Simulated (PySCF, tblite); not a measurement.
# C₅H₁₂FNSi₂: geometry, infrared bands and NMR shifts

Wanted: the infrared bands and NMR shifts of C₅H₁₂FNSi₂ (`CN[SiH2]C#C[C@H](F)[SiH2]C`), by calculation.

Programs: tblite 0.8.0 and PySCF 2.14.0, with density-fitted response routines of our own. Each step states its level of theory. These are calculated values for one molecule in the gas phase, unless marked as measured. Atoms count from 0, in the outputs and in this text.

### Step 1. The molecule as given

21 atoms, charge 0, multiplicity 1; geometry from: force field or distance geometry start.

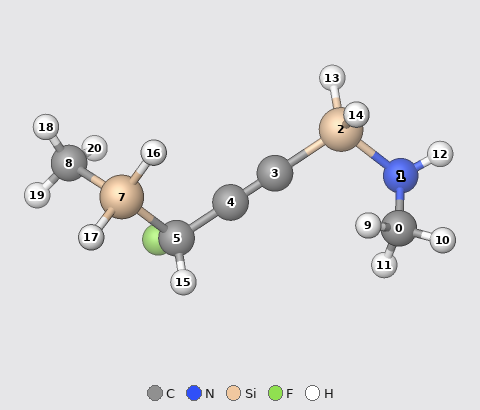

The starting geometry (carbon grey, nitrogen blue, silicon light orange, fluorine green, hydrogen white), atoms numbered.

### Step 2. Geometry optimisation with GFN2-xTB

Job settings and geometry (Å):

```
{"job": {"kind": "relax", "xc": "GFN2-xTB", "basis": "xTB"}, "charge": 0, "multiplicity": 1}
C     -3.537000    -0.720300    -0.545900
N     -3.604200    -0.032100     0.721700
Si    -2.249100     1.158300     0.747100
C     -0.734900     0.241800     0.383500
C      0.282000    -0.377500     0.155400
C      1.519400    -1.111400    -0.168600
F      1.914300    -1.743700     0.990700
Si     2.773400     0.213000    -0.647700
C      3.944900     0.331600     0.817100
H     -2.831200    -0.267100    -1.256900
H     -4.528000    -0.774400    -1.052000
H     -3.207200    -1.759600    -0.357000
H     -4.507800     0.434100     0.879000
H     -2.075300     1.822200     2.019700
H     -2.579900     2.113400    -0.356800
H      1.379300    -1.824800    -0.969900
H      2.047200     1.454600    -0.861300
H      3.492400    -0.177000    -1.869700
H      4.471300     1.293400     0.764400
H      4.673200    -0.476200     0.797400
H      3.348100     0.218500     1.750600
```

On the command line:

```
$ OMP_NUM_THREADS=1 python probes_run.py task.json out
```

The driver reads the jobs from task.json and runs them one after another.

What it wrote:

```text
step      E/eV     max force
  0    -757.86194    1.897
  1    -758.02150    2.171
  2    -757.99479    4.617
  3    -758.10668    0.772
  4    -758.13774    0.508
  5    -758.18851    0.960
  6    -758.21483    0.729
  7    -758.24174    0.424
  8    -758.26644    0.487
  9    -758.29329    0.685
 10    -758.31757    0.547
 11    -758.33747    0.308
 12    -758.35261    0.258
 13    -758.36622    0.363
 14    -758.38091    0.361
 15    -758.39706    0.243
 16    -758.40990    0.216
 17    -758.41708    0.199
 18    -758.42000    0.363
 19    -758.42545    0.186
 20    -758.42864    0.141
 21    -758.43228    0.123
 22    -758.43389    0.133
 23    -758.43721    0.157
 24    -758.43991    0.134
 25    -758.44349    0.125
 26    -758.44633    0.126
 27    -758.44970    0.150
 28    -758.45270    0.149
 29    -758.45468    0.127
 30    -758.45539    0.231
 31    -758.45641    0.080
 32    -758.45719    0.055
 33    -758.45873    0.098
 34    -758.45975    0.096
 35    -758.46051    0.060
 36    -758.46101    0.049
 37    -758.46181    0.075
 38    -758.46263    0.100
 39    -758.46354    0.089
 40    -758.46418    0.053
 41    -758.46469    0.053
 42    -758.46526    0.073
 43    -758.46608    0.092
 44    -758.46702    0.087
 45    -758.46786    0.054
 46    -758.46856    0.059
 47    -758.46941    0.076
 48    -758.47071    0.098
 49    -758.47243    0.092
 50    -758.47405    0.081
 51    -758.47531    0.086
 52    -758.47649    0.097
 53    -758.47789    0.116
 54    -758.47949    0.101
 55    -758.48093    0.059
 56    -758.48202    0.065
 57    -758.48290    0.064
 58    -758.48383    0.072
 59    -758.48482    0.075
 60    -758.48564    0.075
 61    -758.48658    0.060
 62    -758.48750    0.076
 63    -758.48847    0.061
 64    -758.48982    0.077
 65    -758.49096    0.059
 66    -758.49154    0.046
 67    -758.49209    0.060
 68    -758.49282    0.072
 69    -758.49364    0.064
 70    -758.49446    0.074
 71    -758.49513    0.059
 72    -758.49599    0.065
 73    -758.49682    0.073
 74    -758.49797    0.087
 75    -758.49897    0.088
 76    -758.50005    0.080
 77    -758.50117    0.080
 78    -758.50221    0.091
 79    -758.50252    0.100
 80    -758.50370    0.067
 81    -758.50444    0.058
 82    -758.50613    0.076
 83    -758.50735    0.086
 84    -758.50878    0.117
 85    -758.50981    0.082
 86    -758.51105    0.083
 87    -758.51187    0.083
 88    -758.51303    0.067
 89    -758.51399    0.060
 90    -758.51490    0.081
 91    -758.51629    0.111
 92    -758.51764    0.112
 93    -758.51869    0.075
 94    -758.51954    0.052
 95    -758.51998    0.053
 96    -758.52063    0.066
 97    -758.52146    0.096
 98    -758.52216    0.068
 99    -758.52277    0.068
100    -758.52354    0.080
101    -758.52458    0.070
102    -758.52575    0.129
103    -758.52690    0.137
104    -758.52682    0.126
105    -758.52850    0.073
106    -758.52913    0.087
107    -758.53110    0.186
108    -758.53240    0.275
109    -758.53414    0.184
110    -758.53640    0.064
111    -758.53701    0.057
112    -758.53841    0.075
113    -758.53959    0.106
114    -758.54019    0.152
115    -758.54099    0.082
116    -758.54145    0.054
117    -758.54204    0.038
118    -758.54245    0.045
119    -758.54291    0.038
120    -758.54313    0.031
121    -758.54328    0.029
122    -758.54341    0.029
123    -758.54359    0.037
124    -758.54387    0.042
125    -758.54427    0.036
126    -758.54467    0.046
127    -758.54498    0.048
128    -758.54522    0.046
129    -758.54549    0.041
130    -758.54595    0.050
131    -758.54655    0.060
132    -758.54723    0.061
133    -758.54792    0.080
134    -758.54898    0.091
135    -758.55048    0.125
136    -758.55278    0.140
137    -758.55509    0.113
138    -758.55718    0.101
139    -758.55862    0.084
140    -758.56012    0.109
141    -758.56115    0.072
142    -758.56186    0.065
143    -758.56240    0.049
144    -758.56278    0.041
145    -758.56322    0.039
146    -758.56360    0.037
147    -758.56395    0.053
148    -758.56431    0.050
149    -758.56470    0.048
150    -758.56511    0.044
151    -758.56555    0.054
152    -758.56590    0.031
153    -758.56610    0.029
154    -758.56624    0.032
155    -758.56643    0.036
156    -758.56671    0.042
157    -758.56703    0.033
158    -758.56726    0.033
159    -758.56747    0.032
160    -758.56773    0.036
161    -758.56811    0.043
162    -758.56850    0.032
163    -758.56879    0.033
164    -758.56900    0.028
165    -758.56920    0.028
166    -758.56942    0.026
167    -758.56961    0.025
168    -758.56975    0.026
169    -758.56984    0.023
170    -758.56992    0.022
171    -758.57004    0.020
172    -758.57016    0.025
173    -758.57034    0.037
174    -758.57053    0.037
175    -758.57071    0.025
176    -758.57083    0.018
177    -758.57092    0.019
178    -758.57102    0.022
179    -758.57117    0.032
180    -758.57136    0.038
181    -758.57156    0.043
182    -758.57172    0.040
183    -758.57185    0.032
184    -758.57198    0.022
185    -758.57210    0.021
186    -758.57220    0.022
187    -758.57229    0.024
188    -758.57241    0.026
189    -758.57257    0.024
190    -758.57277    0.029
191    -758.57298    0.029
192    -758.57319    0.028
193    -758.57340    0.030
194    -758.57357    0.031
195    -758.57370    0.022
196    -758.57378    0.019
197    -758.57385    0.020
198    -758.57392    0.019
199    -758.57398    0.016
200    -758.57402    0.015
201    -758.57406    0.012
202    -758.57409    0.012
203    -758.57412    0.017
204    -758.57415    0.016
205    -758.57419    0.015
206    -758.57422    0.012
207    -758.57425    0.014
208    -758.57428    0.014
209    -758.57431    0.010
210    -758.57434    0.010
```

It took 1.8 s on 1 thread of Arm Neoverse V2, shared host.

Step by step: (not every step is listed) (the energy doesn't fall at every step)

```
step  energy from step 0 (eV)  largest force (eV/Å)
   0                   0.0000                1.8969
   1                  -0.1596                2.1714
   2                  -0.1328                4.6166
   3                  -0.2447                0.7720
   4                  -0.2758                0.5079
   5                  -0.3266                0.9601
   6                  -0.3529                0.7295
   7                  -0.3798                0.4244
   8                  -0.4045                0.4875
  27                  -0.5878                0.1497
  46                  -0.6066                0.0594
  65                  -0.6290                0.0595
  84                  -0.6468                0.1165
 103                  -0.6650                0.1375
 122                  -0.6815                0.0287
 141                  -0.6992                0.0718
 160                  -0.7058                0.0357
 179                  -0.7092                0.0316
 198                  -0.7120                0.0187
 205                  -0.7123                0.0148
 206                  -0.7123                0.0122
 207                  -0.7123                0.0136
 208                  -0.7123                0.0142
 209                  -0.7124                0.0102
 210                  -0.7124                0.0099
```

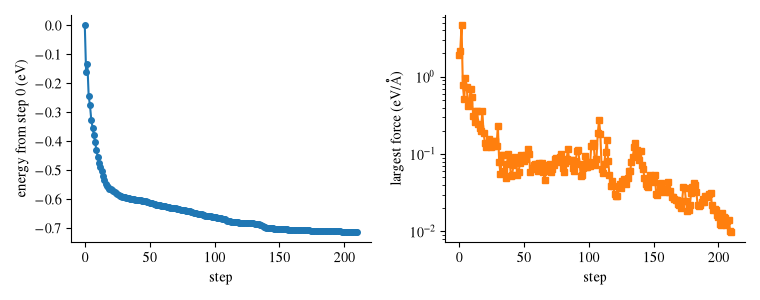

Energy and largest force along the relaxation.

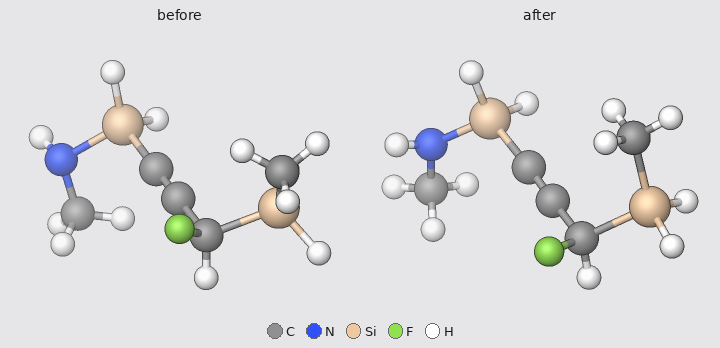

The geometry before (left) and after (right).

Distances of close pairs at the start and the end, largest changes first:

```
   bond  before (Å)  after (Å)  change (Å)
 N1–Si2       1.804      1.721      -0.083
 C5–Si7       1.886      1.938      +0.052
 Si2–C3       1.807      1.856      +0.050
  C4–C5       1.475      1.441      -0.033
Si2–H14       1.497      1.467      -0.030
 C8–H20       1.114      1.088      -0.026
 C0–H10       1.114      1.092      -0.022
  C5–F6       1.378      1.399      +0.020
```

The end geometry stands in the next job.

### Step 3. Vibrational analysis with GFN2-xTB

Job settings and geometry (Å):

```
{"job": {"kind": "ir", "xc": "GFN2-xTB", "basis": "xTB"}, "charge": 0, "multiplicity": 1}
C     -4.018722    -0.426246    -0.486001
N     -3.425351     0.080669     0.727513
Si    -1.973399     1.003243     0.758855
C     -0.448680     0.111754     0.186961
C      0.508462    -0.509218    -0.206726
C      1.695292    -1.219518    -0.612190
F      1.962095    -2.261981     0.281515
Si     3.245443    -0.057610    -0.657504
C      3.388047     0.797075     1.024378
H     -3.888820     0.309668    -1.277006
H     -5.087999    -0.594346    -0.339970
H     -3.563122    -1.366522    -0.818426
H     -3.605503    -0.533443     1.507862
H     -1.795200     1.371935     2.164328
H     -2.177158     2.125624    -0.163306
H      1.527126    -1.703959    -1.581818
H      3.008980     0.896325    -1.746593
H      4.392537    -0.924842    -0.941122
H      4.228216     1.484973     1.045585
H      3.532565     0.072389     1.821820
H      2.486272     1.360971     1.252416
```

What it wrote:

```text
mode    cm-1     km/mol
  1       9.5      1.13
  2      34.2      0.46
  3      43.3      0.30
  4      60.9      0.75
  5      90.2      1.68
  6     113.9      0.32
  7     123.4      0.70
  8     143.2      2.36
  9     157.0      3.23
 10     216.8      3.08
 11     242.6      1.82
 12     269.7     13.24
 13     302.3     16.49
 14     391.1     13.72
 15     438.9     14.22
 16     476.8     56.71
 17     490.6    116.83
 18     533.7    119.03
 19     576.2      9.66
 20     592.1     35.38
 21     629.3      8.61
 22     669.9     32.99
 23     688.1    115.98
 24     728.7    171.01
 25     739.4    423.68
 26     752.3     82.69
 27     782.9    148.43
 28     824.1    275.98
 29     828.3     93.39
 30     841.6    195.77
 31     959.8     64.85
 32    1068.5     27.00
 33    1094.4     26.72
 34    1111.7      2.10
 35    1132.1     13.42
 36    1163.0     85.71
 37    1256.4     11.78
 38    1367.1     14.78
 39    1369.7     62.76
 40    1425.7      2.42
 41    1470.3      0.98
 42    1473.1      0.44
 43    1492.5      3.47
 44    1505.5      2.43
 45    2211.6    287.44
 46    2237.3    328.63
 47    2241.6    441.08
 48    2253.2    273.05
 49    2295.3    146.17
 50    2891.7     39.55
 51    2901.2     64.74
 52    2969.5     70.99
 53    3024.1     31.02
 54    3025.9     18.23
 55    3031.8     11.70
 56    3042.2     24.76
 57    3443.7      6.30
```

Run time: 0.93 s. Hardware: 1 thread of Arm Neoverse V2, shared host.

The strongest bands and the atoms that carry them (share of the mass-weighted mode):

```
cm⁻¹  km/mol                        atoms
 729   171.0           H14 50 %, H13 35 %
 739   423.7           H14 46 %, H13 37 %
 824   276.0            Si2 34 %, N1 23 %
 842   195.8  H18 39 %, C8 15 %, H20 13 %
2212   287.4                     H14 96 %
2237   328.6                     H13 95 %
2242   441.1                     H16 90 %
2253   273.1                     H17 92 %
```

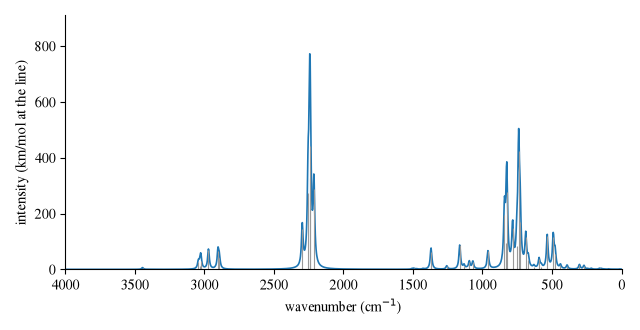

The infrared spectrum from these modes, unscaled. Lines are broadened to a width of 14 cm⁻¹ (Lorentzian).

### Step 4. Shielding tensors: PBE0/pcSseg-1

Settings changed since step 3:

```diff
@@ -1,2 +1,2 @@
-{"job": {"kind": "ir", "xc": "GFN2-xTB", "basis": "xTB"}, "charge": 0, "multiplicity": 1}
+{"job": {"kind": "nmr", "xc": "PBE0", "basis": "pcSseg-1"}, "charge": 0, "multiplicity": 1}
 C     -4.018722    -0.426246    -0.486001
```

Method: GIAO PBE0/pcSseg-1 NMR shielding, non-relativistic, gas phase.

What it wrote:

```text
coarse grid: 18272 points
cycle   1  E = -930.4277160285  dE =  7.563e-01  |g| = 6.880e-01  |ddm| = 4.216e+00
cycle   2  E = -930.3507847286  dE =  7.693e-02  |g| = 9.382e-01  |ddm| = 1.639e+00
cycle   3  E = -930.5212490741  dE = -1.705e-01  |g| = 1.600e-01  |ddm| = 9.994e-01
cycle   4  E = -930.5260037230  dE = -4.755e-03  |g| = 8.088e-02  |ddm| = 1.867e-01
cycle   5  E = -930.5275208089  dE = -1.517e-03  |g| = 2.211e-02  |ddm| = 6.974e-02
cycle   6  E = -930.5276270920  dE = -1.063e-04  |g| = 4.946e-03  |ddm| = 2.566e-02
cycle   7  E = -930.5276331267  dE = -6.035e-06  |g| = 8.705e-04  |ddm| = 6.638e-03
final grid: 166952 points
cycle   8  E = -930.5848358910  dE = -3.443e-05  |g| = 9.104e-03  |ddm| = 4.055e-02
cycle   9  E = -930.5848248348  dE =  1.106e-05  |g| = 1.184e-02  |ddm| = 1.939e-02
cycle  10  E = -930.5848549917  dE = -3.016e-05  |g| = 1.268e-03  |ddm| = 1.044e-02
cycle  11  E = -930.5848552548  dE = -2.631e-07  |g| = 4.848e-04  |ddm| = 1.271e-03
cycle  12  E = -930.5848553001  dE = -4.536e-08  |g| = 2.232e-04  |ddm| = 4.905e-04
cycle  13  E = -930.5848553117  dE = -1.161e-08  |g| = 3.668e-05  |ddm| = 1.956e-04
cycle  14  E = -930.5848553120  dE = -3.051e-10  |g| = 9.212e-06  |ddm| = 4.778e-05
converged SCF energy = -930.5848553120

GIAO shielding tensors (ppm)
atom      isotropic    diamagn.    paramagn.     s11        s22        s33       span
  0 C      153.745     242.977     -89.233    131.801    143.475    185.958     54.156
  1 N      245.987     324.894     -78.907    224.677    241.719    271.566     46.889
  2 Si     412.036     883.858    -471.822    369.507    390.590    476.010    106.503
  3 C       82.783     265.422    -182.639      4.590     19.258    224.502    219.912
  4 C       77.527     273.284    -195.758    -23.255    -12.800    268.636    291.891
  5 C      107.104     246.658    -139.553     64.306     90.797    166.211    101.905
  6 F      420.948     474.737     -53.790    350.139    420.747    491.957    141.817
  7 Si     388.176     879.932    -491.757    355.091    396.005    413.432     58.341
  8 C      197.951     253.267     -55.316    193.331    196.108    204.414     11.083
  9 H       29.199      29.091       0.108     25.703     27.288     34.606      8.902
 10 H       28.730      25.117       3.613     23.536     26.548     36.104     12.568
 11 H       28.603      30.711      -2.108     23.322     27.445     35.041     11.719
 12 H       31.509      33.278      -1.769     22.745     29.997     41.785     19.040
 13 H       26.858      31.256      -4.398     22.548     26.458     31.569      9.021
 14 H       26.992      31.491      -4.499     22.707     26.611     31.659      8.952
 15 H       26.134      29.902      -3.768     23.426     25.872     29.106      5.680
 16 H       27.584      29.414      -1.831     24.525     25.611     32.614      8.089
 17 H       27.358      28.217      -0.858     23.962     25.247     32.866      8.903
 18 H       31.624      26.840       4.784     26.939     27.853     40.080     13.140
 19 H       31.213      30.329       0.884     26.672     28.722     38.246     11.573
 20 H       30.994      34.364      -3.370     25.441     29.502     38.039     12.598
```

It took 60 s on 1 thread of Arm Neoverse V2, shared host; peak memory 1 GiB.

The references, computed at this level on geometries of the same kind, shield at (ppm): 1H TMS 31.72, 13C TMS 186.9, 29Si TMS 349.2, 19F CFCl3 170.9, 15N NH3 267.7. Their shielding less the atom's gives the shift. The references are single molecules in the gas phase, so shifts against H2O, NH3, PH3, H3PO4 or CFCl3 are not on the usual liquid scales and can be off by tens of ppm. Atoms listed in one row are averaged.

```
        atoms                                          environment  σ (ppm)  δ (ppm)  δ scaled to CDCl3
           C4                                        alkyne carbon     77.5    109.4              104.9
           C3                                        alkyne carbon     82.8    104.1               99.7
           C5                propargylic sp3 CH bonded to F and Si    107.1     79.8               76.0
           C0                            methyl carbon bonded to N    153.7     33.2               30.5
           C8                           methyl carbon bonded to Si    198.0    -11.0              -12.7
          H15  hydrogen on a propargylic sp3 CH bonded to F and Si    26.13     5.58               5.37
          H13                 hydrogen on a silicon bonded to C, N    26.86     4.86                  –
          H14                 hydrogen on a silicon bonded to C, N    26.99     4.72                  –
          H17                  hydrogen on a silicon bonded to 2 C    27.36     4.36                  –
          H16                  hydrogen on a silicon bonded to 2 C    27.58     4.13                  –
 H9, H10, H11              hydrogen on a methyl carbon bonded to N    28.84     2.87               2.81
H18, H19, H20             hydrogen on a methyl carbon bonded to Si    31.28     0.44               0.52
          H12               hydrogen on a nitrogen bonded to C, Si    31.51     0.21                  –
           N1                          nitrogen bonded to C, Si, H    246.0     21.7                  –
          Si7                           silicon bonded to 2 C, 2 H    388.2    -39.0                  –
          Si2                          silicon bonded to C, N, 2 H    412.0    -62.9                  –
           F6                            fluorine on an sp3 carbon    420.9   -250.0                  –
```

The scaled column applies a straight-line fit of computed shieldings to shifts measured in CDCl3, and one for carbons that bear F (root-mean-square error 0.16 ppm for H, 1.9 ppm for C).

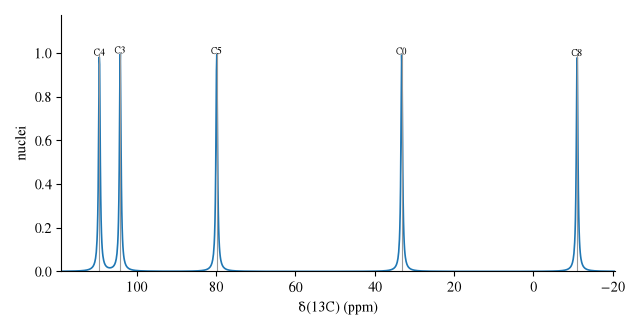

13C lines at the computed shifts, without couplings. Lines are broadened to a width of 0.48 ppm (Lorentzian).

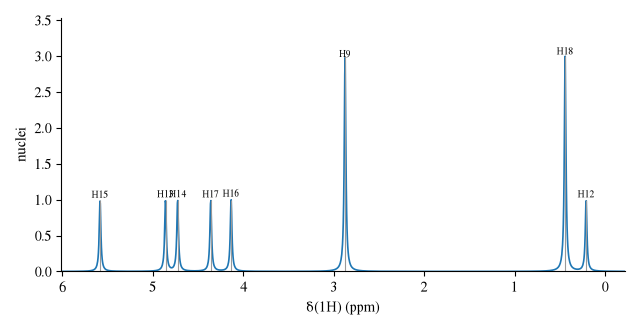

1H lines at the computed shifts, without couplings. Lines are broadened to a width of 0.02 ppm (Lorentzian).

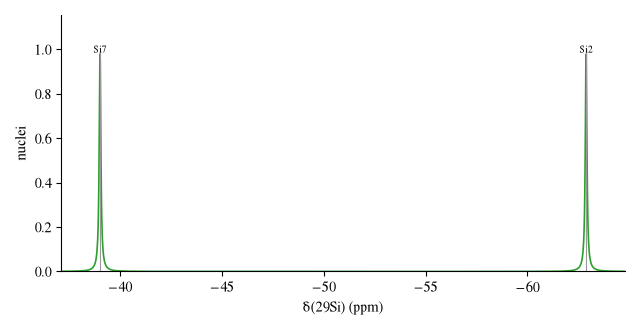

29Si lines at the computed shifts, without couplings. Lines are broadened to a width of 0.10 ppm (Lorentzian).

Charges from the same density, by scheme (e):

```
atoms  Mulliken    IAO  Hirshfeld  ESP fit
   C0     -0.10  -0.30      -0.07    -0.12
   N1     -0.68  -0.67      -0.24    -0.65
  Si2      0.74   0.90       0.38     0.45
   C3     -0.42  -0.38      -0.17    -0.23
   C4      0.04  -0.03      -0.05     0.02
   C5     -0.06  -0.10      -0.01    -0.16
   F6     -0.33  -0.32      -0.12    -0.17
  Si7      0.66   0.78       0.35     0.55
   C8     -0.63  -0.71      -0.21    -0.51
```

Mulliken charges:

C0 -0.10; N1 -0.68; Si2 0.74; C3 -0.42; C4 0.04; C5 -0.06; F6 -0.33; Si7 0.66; C8 -0.63; H9 0.11; H10 0.11; H11 0.11; H12 0.20; H13 -0.10; H14 -0.10; H15 0.15; H16 -0.08; H17 -0.08; H18 0.14; H19 0.15; H20 0.16

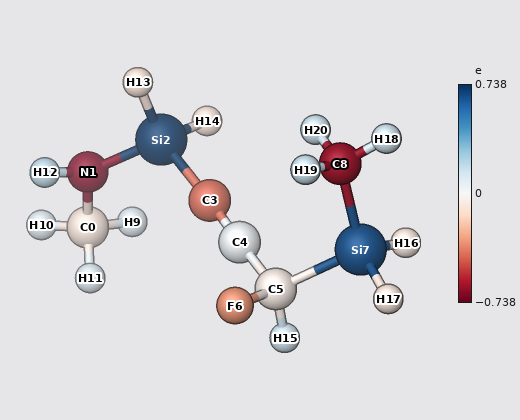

Mulliken charges, as colours on the atoms.

Mayer bond orders: C0–N1 0.96, N1–Si2 1.06, Si2–C3 0.92, C3–C4 2.48, C4–C5 1.06, C5–F6 0.85, C5–Si7 0.82, Si7–C8 0.98.

Orbitals, density, ELF and potential are computed afterwards from the orbital file.

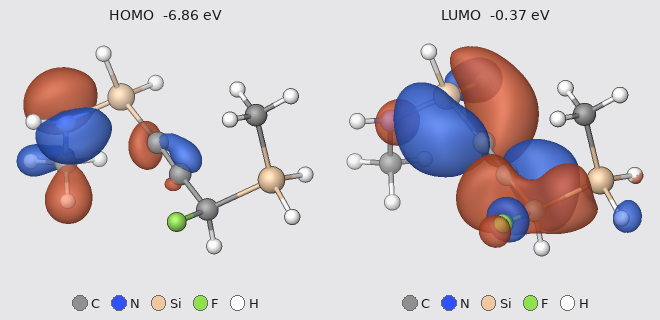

Frontier orbitals at PBE0/pcSseg-1; each surface holds 70 % of the orbital's density, blue and red mark the sign.

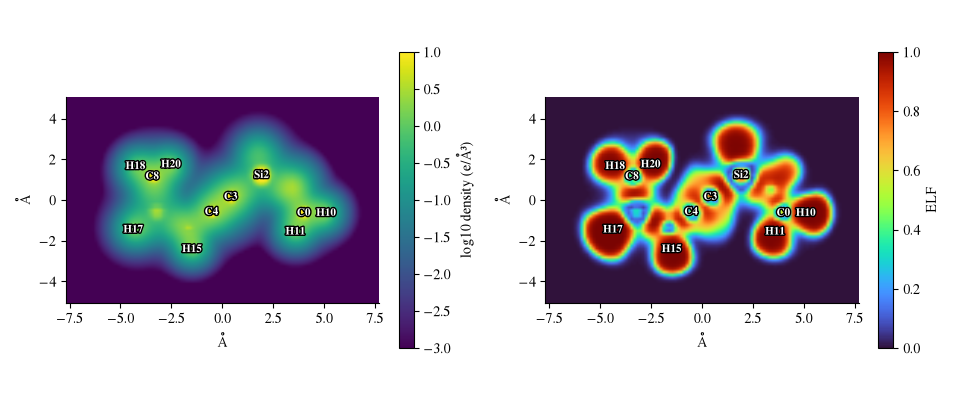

Density (left) and ELF (right) in a plane through or near 11 of the atoms.

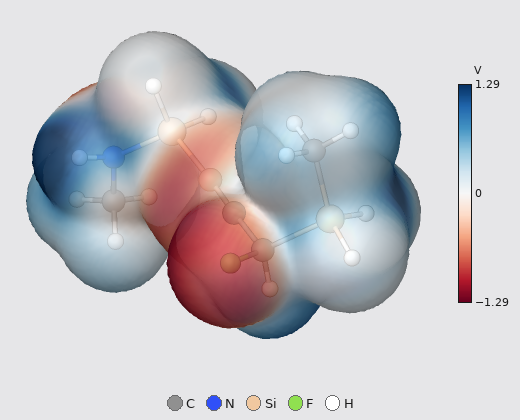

Electrostatic potential on the surface of density 0.002 e/bohr³; red is low, blue high. It runs from -1.10 V near F6 to 1.29 V near H12.

### Step 5. Results

| quantity | value |
| --- | --- |
| strongest single infrared mode (GFN2-xTB) | 2242 cm⁻¹, 441 km/mol |
| zero-point energy (GFN2-xTB) | 94.7 kcal/mol |
| 13C shifts against TMS (PBE0/pcSseg-1) | 109.4, 104.1, 79.8, 33.2, -11.0 ppm |
| 1H shifts against TMS (PBE0/pcSseg-1, means over atoms taken as alike) | 5.58, 4.86, 4.72, 4.36, 4.13, 2.87, 0.44, 0.21 ppm |
| 15N shifts against NH3 (PBE0/pcSseg-1) | 21.7 ppm |
| 29Si shifts against TMS (PBE0/pcSseg-1) | -39.0, -62.9 ppm |
| 19F shifts against CFCl3 (PBE0/pcSseg-1) | -250.0 ppm |
| surface potential, least and greatest | -1.10 V and 1.29 V |

In words: Relaxing lowered the energy by 0.712 eV in 210 steps; the close pair that moved most is N1–Si2, from 1.804 to 1.721 Å. No mode is imaginary among the 57: a minimum at this level. The strongest single mode, at 2242 cm⁻¹, moves mainly H16. GFN2-xTB is a fitted tight-binding method: band positions and strengths are rough. Its intensities can rank the bands wrongly. The most deshielded hydrogen is H15 (hydrogen on a propargylic sp3 CH bonded to F and Si), at 5.58 ppm: its carbon carries F, which withdraws density. At PBE0/pcSseg-1: Shielding is most anisotropic at C4 (span 292 ppm, paramagnetic term -196 ppm). At PBE0/pcSseg-1, counted by nearest atom on the grid, the HOMO lies on N1 59 %; H11 9 %, the LUMO on C3, C4 about 24 % each; C5 8 %.
